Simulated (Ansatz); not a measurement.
System: FH5W···NH3.

```xyz
11

W    -0.1193   -0.1069    0.0901
F    -0.2877   -0.1248    1.9293
H     1.4101    0.1076   -0.5879
H     0.1425    1.3700   -0.6820
H    -1.4519    0.5532   -0.7016
H     0.6080   -1.4925   -0.5342
H    -1.1632   -1.2149   -0.6312
N     1.9447    2.0277    1.6311
H     2.4837    1.3438    1.1043
H     1.3290    2.5319    0.9966
H     1.3962    1.5598    2.3485
```

Core potentials replace the inner electrons of W.

Computed with RKS B3LYP-D4/def2-SVP in Ansatz 0.2.0.

Question: What can the converged electron density and electron localisation function tell about the bonding?

Answer: W1···N8 (3.35 Å): the density falls to about 0.07 e/Å³ on the way; the ELF dips to about 0.05 between them.
W–F (1.85 Å): the density is about 1 e/Å³ at the midpoint; the ELF peaks at about 0.85 in the valence shell of F, 0.6 Å from its nucleus, and drops to about 0.20 between the two atoms.
N–H (1.02 Å): ρ is about 2.8 e/Å³ halfway; the ELF climbs to about 1 towards the hydrogen, as it does in any bond to H (a covalent bond by its length).
W–H (1.68 Å): the density is about 1.5 e/Å³ at the midpoint; the ELF climbs to about 1 towards the hydrogen.

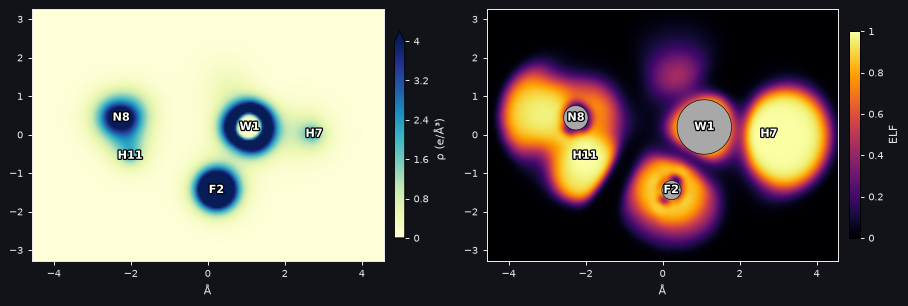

Computed electron density and electron localisation function on the plane of atoms F2, W1 and H7, in this order. Grey discs cover the atomic cores in the ELF map. 
